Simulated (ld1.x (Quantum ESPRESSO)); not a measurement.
## Zr: pseudopotential generation (part 2 of 2)

Continued. System: zirconium (Zr, Z = 40), core [Ar] 3d10, reference valence 4s2 4p6 4d2 5s1 5p0 (an ion of charge +1), valence charge 12. Method: TM potential, LDA (PZ), scalar-relativistic, made with ld1.x (Quantum ESPRESSO) 7.5.

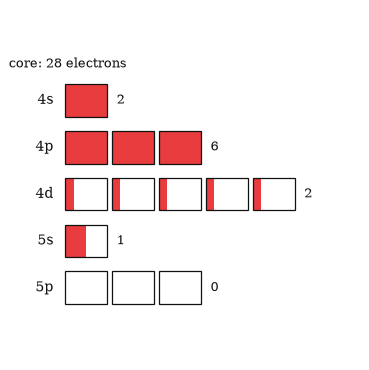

The valence shells of the reference configuration: a box for each of the 2l + 1 orbitals, shaded by the share of the shell that is filled, with the electron count at the right.

### Output of the test run (extracts), continued
```
     ---------------------- Testing the pseudopotential ----------------------

     Zr
     scalar relativistic calculation

     atomic number is 40.00   valence charge is 12.00
     dft =PZ   lsd =0 sic =0 latt =0  beta=0.20 tr2=1.0E-14
     mesh =1225 r(mesh) = 100.59681 xmin = -7.00 dx = 0.01250

     n l     nl             e AE (Ry)        e PS (Ry)    De AE-PS (Ry)
     1 0     4S   1( 2.00)       -4.24350       -4.24166       -0.00184
     2 1     4P   1( 6.00)       -2.62572       -2.62386       -0.00186
     3 2     4D   1( 2.00)       -0.50215       -0.49917       -0.00298
     2 0     5S   1( 1.50)       -0.53834       -0.52470       -0.01365  !
     3 1     5P   1( 0.00)       -0.28656       -0.27630       -0.01027  !

     eps = 5.1E-16  iter = 12

     Etot =   -7188.974295 Ry,   -3594.487147 Ha,  -97810.978124 eV
     Etotps =  -123.482641 Ry,     -61.741321 Ha,   -1680.066921 eV
     dEtot_ae =      -0.321966 Ry
     dEtot_ps =      -0.316370 Ry,   Delta E=      -0.005596 Ry

     Ekin =      28.400931 Ry,      14.200466 Ha,     386.414352 eV
     Encl =    -180.797009 Ry,     -90.398504 Ha,   -2459.868616 eV
     Ehrt =      70.921659 Ry,      35.460830 Ha,     964.938334 eV
     Ecxc =     -42.817274 Ry,     -21.408637 Ha,    -582.558687 eV
     (Ecc =     -29.161379 Ry,     -14.580689 Ha,    -396.760772 eV)
     Epseu=       0.809051 Ry,       0.404525 Ha,      11.007696 eV

     ---------------------- End of pseudopotential test ----------------------

     ---------------------- Testing the pseudopotential ----------------------

     Zr
     scalar relativistic calculation

     atomic number is 40.00   valence charge is 12.00
     dft =PZ   lsd =0 sic =0 latt =0  beta=0.20 tr2=1.0E-14
     mesh =1225 r(mesh) = 100.59681 xmin = -7.00 dx = 0.01250

     n l     nl             e AE (Ry)        e PS (Ry)    De AE-PS (Ry)
     1 0     4S   1( 2.00)       -4.18161       -4.17748       -0.00413
     2 1     4P   1( 6.00)       -2.56233       -2.55862       -0.00372
     3 2     4D   1( 2.00)       -0.42350       -0.42043       -0.00307
     2 0     5S   1( 0.00)       -0.43908       -0.42431       -0.01477  !
     3 1     5P   1( 2.00)       -0.19235       -0.17848       -0.01387  !

     eps = 5.6E-15  iter = 15

     Etot =   -7188.722616 Ry,   -3594.361308 Ha,  -97807.553855 eV
     Etotps =  -123.227454 Ry,     -61.613727 Ha,   -1676.594922 eV
     dEtot_ae =      -0.070287 Ry
     dEtot_ps =      -0.061183 Ry,   Delta E=      -0.009104 Ry

     Ekin =      28.633982 Ry,      14.316991 Ha,     389.585171 eV
     Encl =    -181.573642 Ry,     -90.786821 Ha,   -2470.435246 eV
     Ehrt =      71.775534 Ry,      35.887767 Ha,     976.555891 eV
     Ecxc =     -42.824230 Ry,     -21.412115 Ha,    -582.653328 eV
     (Ecc =     -29.161379 Ry,     -14.580689 Ha,    -396.760772 eV)
     Epseu=       0.760901 Ry,       0.380451 Ha,      10.352590 eV

     ---------------------- End of pseudopotential test ----------------------

     ---------------------- Testing the pseudopotential ----------------------

     Zr
     scalar relativistic calculation

     atomic number is 40.00   valence charge is 12.00
     dft =PZ   lsd =0 sic =0 latt =0  beta=0.20 tr2=1.0E-14
     mesh =1225 r(mesh) = 100.59681 xmin = -7.00 dx = 0.01250

     n l     nl             e AE (Ry)        e PS (Ry)    De AE-PS (Ry)
     1 0     4S   1( 2.00)       -4.09774       -4.09470       -0.00304
     2 1     4P   1( 6.00)       -2.47932       -2.47649       -0.00283
     3 2     4D   1( 2.00)       -0.35291       -0.34939       -0.00352
     2 0     5S   1( 1.00)       -0.39239       -0.37702       -0.01537  !
     3 1     5P   1( 1.00)       -0.15736       -0.14400       -0.01336  !

     eps = 9.8E-15  iter = 15

     Etot =   -7188.963567 Ry,   -3594.481784 Ha,  -97810.832169 eV
     Etotps =  -123.466989 Ry,     -61.733494 Ha,   -1679.853961 eV
     dEtot_ae =      -0.311238 Ry
     dEtot_ps =      -0.300718 Ry,   Delta E=      -0.010521 Ry

     Ekin =      28.518398 Ry,      14.259199 Ha,     388.012569 eV
     Encl =    -182.548560 Ry,     -91.274280 Ha,   -2483.699683 eV
     Ehrt =      72.666940 Ry,      36.333470 Ha,     988.684080 eV
     Ecxc =     -42.900885 Ry,     -21.450442 Ha,    -583.696269 eV
     (Ecc =     -29.161379 Ry,     -14.580689 Ha,    -396.760772 eV)
     Epseu=       0.797118 Ry,       0.398559 Ha,      10.845342 eV

     ---------------------- End of pseudopotential test ----------------------

     ---------------------- Testing the pseudopotential ----------------------

     Zr
     scalar relativistic calculation

     atomic number is 40.00   valence charge is 12.00
     dft =PZ   lsd =1 sic =0 latt =0  beta=0.20 tr2=1.0E-14
     mesh =1225 r(mesh) = 100.59681 xmin = -7.00 dx = 0.01250

     n l     nl             e AE (Ry)        e PS (Ry)    De AE-PS (Ry)
     1 0     4S   1( 1.00)       -4.52808       -4.52791       -0.00016
     2 1     4P   1( 3.00)       -2.91464       -2.91342       -0.00122
     3 2     4D   1( 2.00)       -0.78883       -0.78608       -0.00275
     2 0     5S   1( 1.00)       -0.78878       -0.77403       -0.01475  !
     3 1     5P   1( 0.00)       -0.50034       -0.49094       -0.00940  !
     1 0     4S   2( 1.00)       -4.45645       -4.45399       -0.00246
     2 1     4P   2( 3.00)       -2.83203       -2.83135       -0.00068
     3 2     4D   2( 0.00)       -0.67554       -0.68519        0.00966  !
     2 0     5S   2( 0.00)       -0.66835       -0.68966        0.02131  !
     3 1     5P   2( 0.00)       -0.40553       -0.43093        0.02540  !

     eps = 7.8E-15  iter = 23

     Etot =   -7188.731780 Ry,   -3594.365890 Ha,  -97807.678546 eV
     Etotps =  -123.236403 Ry,     -61.618201 Ha,   -1676.716678 eV
     dEtot_ae =      -0.079451 Ry
     dEtot_ps =      -0.070132 Ry,   Delta E=      -0.009320 Ry

     Ekin =      28.381572 Ry,      14.190786 Ha,     386.150958 eV
     Encl =    -177.824680 Ry,     -88.912340 Ha,   -2419.428022 eV
     Ehrt =      68.127694 Ry,      34.063847 Ha,     926.924492 eV
     Ecxc =     -42.705797 Ry,     -21.352898 Ha,    -581.041968 eV
     (Ecc =     -29.161379 Ry,     -14.580689 Ha,    -396.760772 eV)
     Epseu=       0.784808 Ry,       0.392404 Ha,      10.677862 eV

     ---------------------- End of pseudopotential test ----------------------

     ---------------------- Testing the pseudopotential ----------------------

     Zr
     scalar relativistic calculation

     atomic number is 40.00   valence charge is 12.00
     dft =PZ   lsd =1 sic =0 latt =0  beta=0.20 tr2=1.0E-14
     mesh =1225 r(mesh) = 100.59681 xmin = -7.00 dx = 0.01250

     n l     nl             e AE (Ry)        e PS (Ry)    De AE-PS (Ry)
     1 0     4S   1( 1.00)       -4.02785       -4.02482       -0.00303
     2 1     4P   1( 3.00)       -2.41402       -2.41022       -0.00381
     3 2     4D   1( 2.00)       -0.30288       -0.29693       -0.00595  !
     2 0     5S   1( 1.00)       -0.35469       -0.33563       -0.01906  !
     3 1     5P   1( 0.00)       -0.12235       -0.10764       -0.01471  !
     1 0     4S   2( 1.00)       -3.96602       -3.96027       -0.00575  !
     2 1     4P   2( 3.00)       -2.34443       -2.33983       -0.00460
     3 2     4D   2( 0.00)       -0.23161       -0.22679       -0.00482
     2 0     5S   2( 1.00)       -0.31355       -0.29984       -0.01371  !
     3 1     5P   2( 0.00)       -0.10256       -0.09121       -0.01135  !

     eps = 5.9E-15  iter = 13

     Etot =   -7189.228197 Ry,   -3594.614098 Ha,  -97814.432634 eV
     Etotps =  -123.728436 Ry,     -61.864218 Ha,   -1683.411126 eV
     dEtot_ae =      -0.575867 Ry
     dEtot_ps =      -0.562164 Ry,   Delta E=      -0.013703 Ry

     Ekin =      28.465403 Ry,      14.232701 Ha,     387.291535 eV
     Encl =    -183.750492 Ry,     -91.875246 Ha,   -2500.052803 eV
     Ehrt =      73.772893 Ry,      36.886447 Ha,    1003.731345 eV
     Ecxc =     -43.043841 Ry,     -21.521921 Ha,    -585.641297 eV
     (Ecc =     -29.161379 Ry,     -14.580689 Ha,    -396.760772 eV)
     Epseu=       0.827602 Ry,       0.413801 Ha,      11.260094 eV

     ---------------------- End of pseudopotential test ----------------------
```

### Results in brief

- outcome: generated
- cutoffs needed: 80 Ry and 140 Ry (the cutoffs, on a coarse ladder, from which the occupation-weighted sum of valence levels, in a spherical-Bessel basis at the reference potential, stays within 10 and 1 mRy of its value at 400 Ry); ghost states and empty shells don't enter this sum
- ghost test: no ghost state below the valence levels in the s, p, d, f channels (spherical-Bessel basis up to 400 Ry, 20 bohr box)
- largest excitation error: -180 meV (all-electron minus pseudo) for 4s2 4p6 4d2 5s2 5p0, out of 7 test configurations
- range over which the phases arctan(r u′/u) at the test radius agree within 0.05 rad (a looser test near the poles than one of phase shifts): s: up to about -0.7 Ry; p: up to about 0.1 Ry; d: up to about 2.2 Ry
- hardware: 1 CPU thread, shared host
- wall time: 2.3 s
